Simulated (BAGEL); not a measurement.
**A workflow on C2HF5 (pentafluoroethane)**

Aim: a series of 15 runs (PBE0/def2-SV(P), RI-MP2/def2-SV(P)) of C2HF5. 

Program for the calculation: BAGEL 1.2.2.

## Step 1: The structure to begin with

C2HF5: 8 atoms, total charge 0, spin state singlet. SMILES: `FC(F)C(F)(F)F`. One bond was lengthened or shortened from a relaxed shape.

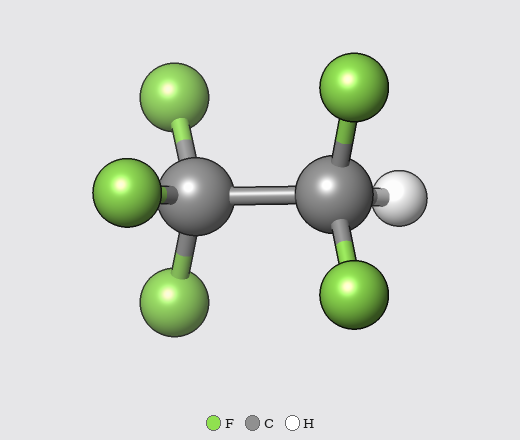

The structure, seen from a chosen angle (fluorine green, carbon grey, hydrogen white).

## Step 2: A single-point energy at PBE0/def2-SV(P) (density fitting with svp-jkfit) (run 1)

File input.json:

```json
{ "bagel": [

{
  "title": "molecule",
  "basis": "def2-sv_p_.json",
  "df_basis": "svp-jkfit",
  "angstrom": "false",
  "geometry": [
    { "atom": "F", "xyz": [  1.95767879, -0.81886746,  2.59763265 ] },
    { "atom": "C", "xyz": [  0.22493221, -1.11496865,  0.76971947 ] },
    { "atom": "F", "xyz": [ -1.85799951, -2.16131000,  1.76872318 ] },
    { "atom": "C", "xyz": [ -0.45518022,  1.48735430, -0.31418964 ] },
    { "atom": "F", "xyz": [  1.59732691,  2.54756624, -1.30975406 ] },
    { "atom": "F", "xyz": [ -1.23616434,  2.77791630,  1.18680470 ] },
    { "atom": "F", "xyz": [ -2.17471761,  1.21973129, -2.13068888 ] },
    { "atom": "H", "xyz": [  0.97923529, -2.34298827, -0.71381003 ] }
  ]
},
{ "title": "ks", "xc_func": "pbe0" },
{ "title": "print", "file": "orbitals.molden", "orbitals": "true" }

]}
```

The basis set def2-SV(P) is read from a file made from the Basis Set Exchange's data (not shown).

On the command line:

```
$ BAGEL_NUM_THREADS=1 BAGEL input.json > input.out
```

The log of the run:

```text
* using 1 threads per process

  ===============================================================
  ===============================================================

  *** Geometry ***

  { "atom" : "F", "xyz" : [      1.957679,     -0.818867,      2.597633 ] },
  { "atom" : "C", "xyz" : [      0.224932,     -1.114969,      0.769719 ] },
  { "atom" : "F", "xyz" : [     -1.858000,     -2.161310,      1.768723 ] },
  { "atom" : "C", "xyz" : [     -0.455180,      1.487354,     -0.314190 ] },
  { "atom" : "F", "xyz" : [      1.597327,      2.547566,     -1.309754 ] },
  { "atom" : "F", "xyz" : [     -1.236164,      2.777916,      1.186805 ] },
  { "atom" : "F", "xyz" : [     -2.174718,      1.219731,     -2.130689 ] },
  { "atom" : "H", "xyz" : [      0.979235,     -2.342988,     -0.713810 ] },

  Number of auxiliary basis functions:      553

  Since a DF basis is specified, we compute 2- and 3-index integrals:
    o Being stored without compression. Storage requirement is 0.044 GB

  Number of basis functions:      100
  Number of electrons      :       58

    * METHOD: MOLECULE                             0.33

  *** Kohn-Sham DFT ***

    * Removing 16901 points whose weight is below 1.00e-10
    * Grid points: 102347

  === Nuclear Repulsion ===
   369.7425861437

       - DIIS with orbital gradients will be used.

  === KS iteration (pbe0 / def2-sv_p_.json) ===
      0       -530.51314660          0.15078665           0.51
      1       -464.88272363          0.18827307           0.51
      2       -420.20491294          0.20787277           0.51
      3       -567.19142045          0.08325964           0.50
      4       -570.41837947          0.08224768           0.51
      5       -574.89413775          0.01236376           0.51
      6       -574.93229080          0.00882902           0.50
      7       -574.97209528          0.00375267           0.51
      8       -574.98130082          0.00120946           0.50
      9       -574.98224614          0.00046282           0.50
     10       -574.98240612          0.00013264           0.50
     11       -574.98241647          0.00002473           0.50
     12       -574.98241678          0.00001001           0.50
     13       -574.98241684          0.00000247           0.50
     14       -574.98241684          0.00000173           0.51
     15       -574.98241685          0.00000017           0.50
     16       -574.98241685          0.00000010           0.51
     17       -574.98241685          0.00000002           0.51
     18       -574.98241685          0.00000001           0.50
    * SCF iteration converged.

    * Permanent dipole moment:
           (   -0.071112,     0.131770,     0.114415) a.u.

    * METHOD: KS                                  10.08

    * METHOD: PRINT                                0.01

  ===============================================================
```

Wall time 11 s (1 thread of Arm Neoverse V2, shared host); peak memory 0.51 GiB.

## Step 3: Bond 6-4 at 1.325 A: a single-point energy at RI-MP2/def2-SV(P) (density fitting with svp-jkfit) (run 2)

File mp2.json:

```json
{ "bagel": [

{
  "title": "molecule",
  "basis": "def2-sv_p_.json",
  "df_basis": "svp-jkfit",
  "angstrom": "false",
  "geometry": [
    { "atom": "F", "xyz": [  2.09548328, -1.04658702,  2.33278186 ] },
    { "atom": "C", "xyz": [  0.36273671, -1.34268821,  0.50486868 ] },
    { "atom": "F", "xyz": [ -1.72019501, -2.38902956,  1.50387240 ] },
    { "atom": "C", "xyz": [ -0.31737572,  1.25963474, -0.57904043 ] },
    { "atom": "F", "xyz": [  1.73513141,  2.31984669, -1.57460484 ] },
    { "atom": "F", "xyz": [ -1.23616434,  2.77791630,  1.18680470 ] },
    { "atom": "F", "xyz": [ -2.03691311,  0.99201173, -2.39553967 ] },
    { "atom": "H", "xyz": [  1.11703979, -2.57070783, -0.97866081 ] }
  ]
},
{ "title": "hf" },
{ "title": "mp2", "ncore": 7 }

]}
```

The basis set def2-SV(P) is read from a file made from the Basis Set Exchange's data (not shown).

On the command line:

```
$ BAGEL_NUM_THREADS=1 BAGEL mp2.json > mp2.out
```

The log of the run:

```text
* using 1 threads per process

  ===============================================================
  ===============================================================

  *** Geometry ***

  { "atom" : "F", "xyz" : [      2.095483,     -1.046587,      2.332782 ] },
  { "atom" : "C", "xyz" : [      0.362737,     -1.342688,      0.504869 ] },
  { "atom" : "F", "xyz" : [     -1.720195,     -2.389030,      1.503872 ] },
  { "atom" : "C", "xyz" : [     -0.317376,      1.259635,     -0.579040 ] },
  { "atom" : "F", "xyz" : [      1.735131,      2.319847,     -1.574605 ] },
  { "atom" : "F", "xyz" : [     -1.236164,      2.777916,      1.186805 ] },
  { "atom" : "F", "xyz" : [     -2.036913,      0.992012,     -2.395540 ] },
  { "atom" : "H", "xyz" : [      1.117040,     -2.570708,     -0.978661 ] },

  Number of auxiliary basis functions:      553

  Since a DF basis is specified, we compute 2- and 3-index integrals:
    o Being stored without compression. Storage requirement is 0.044 GB

  Number of basis functions:      100
  Number of electrons      :       58

    * METHOD: MOLECULE                             0.32

  *** RHF ***

  === Nuclear Repulsion ===
   360.7101399761

      * DIIS with orbital gradients will be used.

  === RHF iteration (def2-sv_p_.json) ===
      0       -572.69188135          0.02225592           0.15
      1       -572.91516554          0.01509835           0.14
      2       -573.05135284          0.00114387           0.14
      3       -573.05322655          0.00019267           0.14
      4       -573.05328282          0.00007438           0.14
      5       -573.05329089          0.00002329           0.14
      6       -573.05329156          0.00000725           0.14
      7       -573.05329161          0.00000153           0.14
      8       -573.05329161          0.00000065           0.15
      9       -573.05329162          0.00000020           0.14
     10       -573.05329162          0.00000005           0.14
     11       -573.05329162          0.00000002           0.14
     12       -573.05329162          0.00000001           0.14
    * SCF iteration converged.

    * Permanent dipole moment:
           (   -0.262256,     0.457490,     0.466089) a.u.

    * METHOD: HF                                   2.10

  *** RHF ***

  === Nuclear Repulsion ===
   360.7101399761

      * DIIS with orbital gradients will be used.

  === RHF iteration (def2-sv_p_.json) ===
      0       -573.05329162          0.00000000           0.14
    * SCF iteration converged.

    * Permanent dipole moment:
           (   -0.262256,     0.457490,     0.466089) a.u.

  === DF-MP2 calculation ===

    * freezing 7 orbitals
    * 3-index integral transformation done
    * assembly done

      MP2 correlation energy:   -1.1664545551      0.15

      MP2 total energy:       -574.2197461706

    * METHOD: MP2                                  0.45

  ===============================================================
```

Run time: 3 s. Hardware: 1 thread of Arm Neoverse V2, shared host; peak memory 0.16 GiB.

Runs 3 to 14 aren't shown in full; the table further down has their settings and results.

## Step 4: Bond 6-4 at 3.710 A: a single-point energy at PBE0/def2-SV(P) (density fitting with svp-jkfit) (run 15)

File dft.json:

```json
{ "bagel": [

{
  "title": "molecule",
  "basis": "def2-sv_p_.json",
  "df_basis": "svp-jkfit",
  "angstrom": false,
  "geometry": [
    { "atom": "F", "xyz": [  3.74941316, -3.77967713, -0.84595291 ] },
    { "atom": "C", "xyz": [  2.01666659, -4.07577831, -2.67386609 ] },
    { "atom": "F", "xyz": [ -0.06626514, -5.12211967, -1.67486237 ] },
    { "atom": "C", "xyz": [  1.33655416, -1.47345536, -3.75777520 ] },
    { "atom": "F", "xyz": [  3.38906129, -0.41324342, -4.75333962 ] },
    { "atom": "F", "xyz": [ -1.23616434,  2.77791630,  1.18680470 ] },
    { "atom": "F", "xyz": [ -0.38298323, -1.74107838, -5.57427444 ] },
    { "atom": "H", "xyz": [  2.77096967, -5.30379794, -4.15739558 ] }
  ]
},
{
  "title": "ks",
  "xc_func": "pbe0"
},
{
  "title": "print",
  "file": "orbitals.molden",
  "orbitals": true
}

]}
```

The basis set def2-SV(P) is read from a file made from the Basis Set Exchange's data (not shown).

On the command line:

```
$ BAGEL_NUM_THREADS=1 BAGEL dft.json > dft.out
```

The log of the run:

```text
* using 1 threads per process

  ===============================================================
  ===============================================================

  *** Geometry ***

  { "atom" : "F", "xyz" : [      3.749413,     -3.779677,     -0.845953 ] },
  { "atom" : "C", "xyz" : [      2.016667,     -4.075778,     -2.673866 ] },
  { "atom" : "F", "xyz" : [     -0.066265,     -5.122120,     -1.674862 ] },
  { "atom" : "C", "xyz" : [      1.336554,     -1.473455,     -3.757775 ] },
  { "atom" : "F", "xyz" : [      3.389061,     -0.413243,     -4.753340 ] },
  { "atom" : "F", "xyz" : [     -1.236164,      2.777916,      1.186805 ] },
  { "atom" : "F", "xyz" : [     -0.382983,     -1.741078,     -5.574274 ] },
  { "atom" : "H", "xyz" : [      2.770970,     -5.303798,     -4.157396 ] },

  Number of auxiliary basis functions:      553

  Since a DF basis is specified, we compute 2- and 3-index integrals:
    o Being stored without compression. Storage requirement is 0.044 GB

  Number of basis functions:      100
  Number of electrons      :       58

    * METHOD: MOLECULE                             0.32

  *** Kohn-Sham DFT ***

    * Removing 14313 points whose weight is below 1.00e-10
    * Grid points: 104935

  === Nuclear Repulsion ===
   308.5923525951

       - DIIS with orbital gradients will be used.

  === KS iteration (pbe0 / def2-sv_p_.json) ===
      0       -510.10329142          0.12813530           0.53
      1       -338.76000435          0.13259747           0.52
      2       -519.97539596          0.13183521           0.51
      3       -540.73161917          0.08249148           0.51
      4       -553.31227191          0.08994086           0.52
      5       -572.46504317          0.04594864           0.51
      6       -559.63769779          0.04986532           0.52
      7       -573.60993533          0.02949478           0.53
      8       -573.57992451          0.03135588           0.52
      9       -573.68367743          0.02945748           0.52
     10       -573.91773973          0.02566021           0.53
     11       -574.20736143          0.02037823           0.52
     12       -561.32130234          0.03422320           0.52
     13       -574.29016373          0.01866250           0.53
     14       -574.53565820          0.00997657           0.53
     15       -573.78956306          0.01821213           0.53
     16       -574.52372713          0.00949600           0.53
     17       -574.57852308          0.00792165           0.53
     18       -573.93365512          0.01434077           0.53
     19       -574.51783178          0.00968296           0.53
     20       -574.51639441          0.00968939           0.53
     21       -574.52915678          0.00912145           0.52
     22       -574.55512137          0.00833038           0.53
     23       -574.57178351          0.00786466           0.53
     24       -560.76059286          0.03992590           0.53
     25       -573.74613856          0.01909059           0.53
     26       -574.59571628          0.00756723           0.53
[... 60 lines of this table left out ...]
     87       -574.75559542          0.00024083           0.53
     88       -574.75562971          0.00032081           0.53
     89       -574.75571281          0.00012065           0.53
     90       -574.75594637          0.00018018           0.54
     91       -574.75601742          0.00009691           0.54
     92       -574.75605560          0.00008497           0.53
     93       -574.75610229          0.00007253           0.53
     94       -574.75615289          0.00006243           0.54
     95       -574.75615953          0.00001413           0.53
     96       -574.75616015          0.00001050           0.53
     97       -574.75615982          0.00001894           0.54
     98       -574.75616154          0.00001686           0.53
     99       -574.75616152          0.00000680           0.53
    * Max iteration reached in SCF.

    * Permanent dipole moment:
           (   -1.044653,     1.766552,     1.944092) a.u.

    * METHOD: KS                                  53.06

    * METHOD: PRINT                                0.01

  ===============================================================
```

Run time: 54 s. Hardware: 1 thread of Arm Neoverse V2, shared host; peak memory 0.52 GiB.

The run stopped without converging.

## Step 5: The series

| run | level | frozen core orbitals | partner | energy (Eh) | wall time |
| --- | --- | --- | --- | --- | --- |
| 1 | PBE0/def2-SV(P) (density fitting with svp-jkfit) | – | bond 6-4 at 1.126 A | -574.982417 | 11 s |
| 2 | RI-MP2/def2-SV(P) (density fitting with svp-jkfit) | 7 | bond 6-4 at 1.325 A | -574.219746 | 3 s |
| 3 | PBE0/def2-SV(P) (density fitting with svp-jkfit) | – | bond 6-4 at 1.325 A | -575.031564 | 11 s |
| 4 | RI-MP2/def2-SV(P) (density fitting with svp-jkfit) | 7 | bond 6-4 at 1.524 A | -574.199115 | 3.3 s |
| 5 | PBE0/def2-SV(P) (density fitting with svp-jkfit) | – | bond 6-4 at 1.524 A | -575.009402 | 12 s |
| 6 | RI-MP2/def2-SV(P) (density fitting with svp-jkfit) | 7 | bond 6-4 at 1.789 A | -574.145435 | 3.6 s |
| 7 | PBE0/def2-SV(P) (density fitting with svp-jkfit) | – | bond 6-4 at 1.789 A | -574.955055 | 13 s |
| 8 | RI-MP2/def2-SV(P) (density fitting with svp-jkfit) | 7 | bond 6-4 at 2.120 A | -574.081489 | 3.9 s |
| 9 | PBE0/def2-SV(P) (density fitting with svp-jkfit) | – | bond 6-4 at 2.120 A | -574.891000 | 15 s |
| 10 | RI-MP2/def2-SV(P) (density fitting with svp-jkfit) | 7 | bond 6-4 at 2.517 A | -574.025585 | 4.5 s |
| 11 | PBE0/def2-SV(P) (density fitting with svp-jkfit) | – | bond 6-4 at 2.517 A | -574.834236 | 19 s |
| 12 | RI-MP2/def2-SV(P) (density fitting with svp-jkfit) | 7 | bond 6-4 at 3.047 A | -573.985986 | 5.1 s |
| 13 | PBE0/def2-SV(P) (density fitting with svp-jkfit) | – | bond 6-4 at 3.047 A | -574.786713 | 21 s |
| 14 | RI-MP2/def2-SV(P) (density fitting with svp-jkfit) | 7 | bond 6-4 at 3.710 A | -573.984565 | 5.4 s |
| 15 | PBE0/def2-SV(P) (density fitting with svp-jkfit) | – | bond 6-4 at 3.710 A | not converged | 54 s |

## Step 6: Outcome

| quantity | value |
| --- | --- |
| bond 6-4 at 3.710 A, run 14: total energy | -573.98457 Eh |
| bond 6-4 at 3.710 A, run 14: correlation energy (7 core orbitals frozen) | -1304.7 mEh |

In words: In runs 10, 11, 12, 13, 14 a closed-shell determinant meets a far-stretched bond, which it describes badly. All runs together took 3.1 min, the longest 54 s. 1 of the 15 runs did not end normally.
